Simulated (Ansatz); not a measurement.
# Effect of H interstitial (started 1.85 Å from the nearest host atom), symmetric start on hypothetical CdI2 type SiO2

Base system: a 12-atom supercell of SiO₂ in the CdI2 type structure (space group P-3m1, No. 164; a = 2.686 Å, c = 4.602 Å; a hypothetical phase, not in the database extracts checked; layered, stacked along the Cartesian z axis) at its relaxed geometry.

It is then changed as follows: a neutral H interstitial (started 1.85 Å from the nearest host atom), symmetric start, atoms relaxed at fixed cell.

Method: PBE-D3(BJ)/PAW in Ansatz (a first-principles code), no SOC, earlier PAW set. Settings: 7×7×7 k-points, 0.01 eV Fermi–Dirac smearing.

The pressure goes from zero to 5.0 GPa.

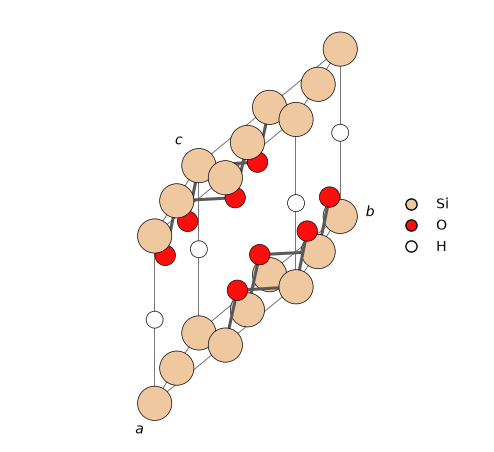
The relaxed cell after the change

Cost of the whole job for the changed cell (relaxation, final SCF and bands): around 2.8 core-minutes (rough).

The magnetic state is the one reached from the starting moments; the real material's order can differ, and small cells can't hold many antiferromagnetic ones. In so small a cell the defect repeats every few ångströms: this is an ordered compound, not a dilute defect. The defect started on the symmetric site and kept its symmetry, so it may sit on a saddle. The defect cell is spin-polarised and ends with 1.0 μB.
